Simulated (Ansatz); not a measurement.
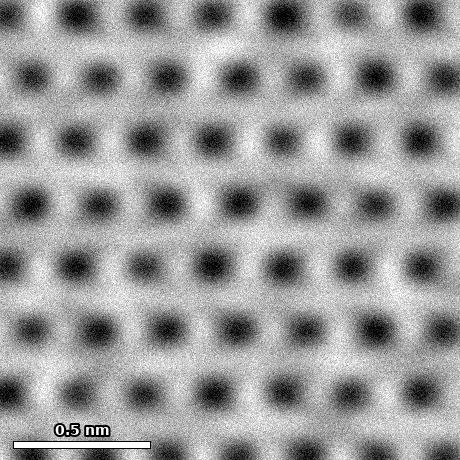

Phase-contrast TEM-like image of Ti (P6_3/mmc, No. 194) along [100]. Simulated in the weak-phase-object approximation with neutral-atom potentials: 80 kV, Cs = 20 µm, defocus −110 Å (negative is underfocus), defocus spread 8 Å, aperture 0.78 1/Å. Shot noise and the speckle of an amorphous layer were added. Structure used: the end point of a relaxation with DFT PBE, scalar-relativistic, plane waves, PAW (Ansatz).

Q: What point resolution do these settings give, and which lattice spacings pass?

A: About 1.3 Å (0.66 |Cs|^(1/4) λ^(3/4) with λ = 0.0418 Å). The spacings that carry visible contrast are {100} at 2.55 Å, {002} at 2.32 Å, {101} at 2.23 Å, {102} at 1.72 Å, {103} at 1.32 Å.

Q: Do the atom columns appear dark or bright, and why?

A: Dark. With positive Cs and underfocus sin χ is negative over the pass band, so the strongest columns (Ti) come out darker than the background.
